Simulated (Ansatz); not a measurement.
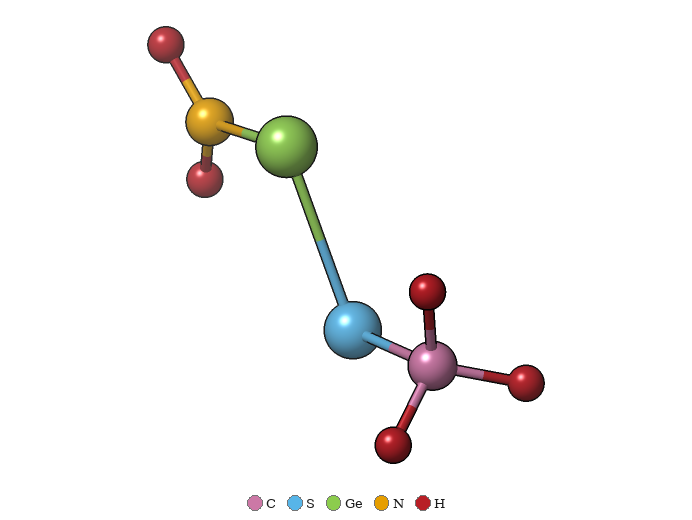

The computed structure is the end point of a PBE0-D4/def2-TZVP optimisation. No frequency run is at hand to confirm it as a minimum.

Give the structural formula.

SMILES: C[S][Ge][NH2]

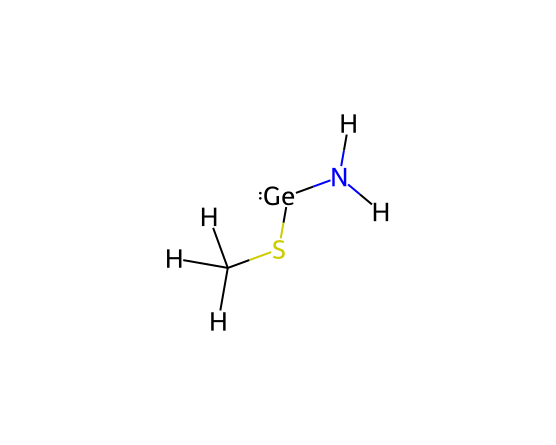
